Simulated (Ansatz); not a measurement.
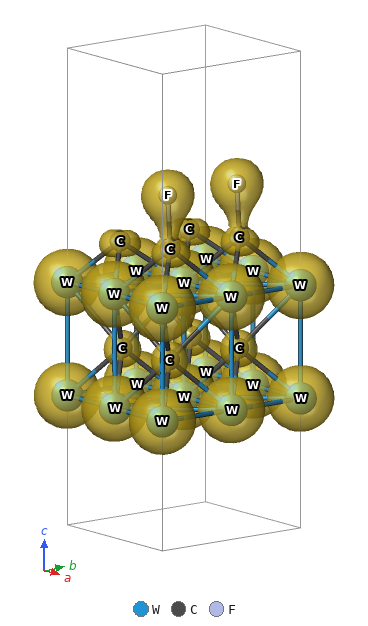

Figure 1: W₄C₄F (slab). Isosurface of the valence charge density (pseudo) at 1.5 e/Å³ (yellow), seen slightly off an axis. Sticks mark near contacts.

PAW files of the earlier set (soft_1).

Computed with DFT LDA, scalar-relativistic, plane waves, PAW (Ansatz 0.2.0).

In a PAW calculation such maps are meaningful between the atoms, not at the nuclei.

What does this surface tell about the bonding?

Answer. At this value the density breaks into separate islands; it holds about 50 % of the electrons treated as valence (semicore included). It bridges the sampled C–F (1.31 Å) contacts, where the density stays above the isovalue. It is pinched off along the sampled W–C (1.96 Å), W–W (2.80 Å) and W–C (2.01 Å) contacts. On the grid the lowest density along these lines, outside the cores, is 2.3 e/Å³ (C–F, 1.31 Å), 1.1 e/Å³ (W–C, 1.96 Å), 0.39 e/Å³ (W–W, 2.80 Å) and 0.97 e/Å³ (W–C, 2.01 Å).

Does the calculation give a band gap?

Answer. It is gapless in this calculation (a metal or semimetal).
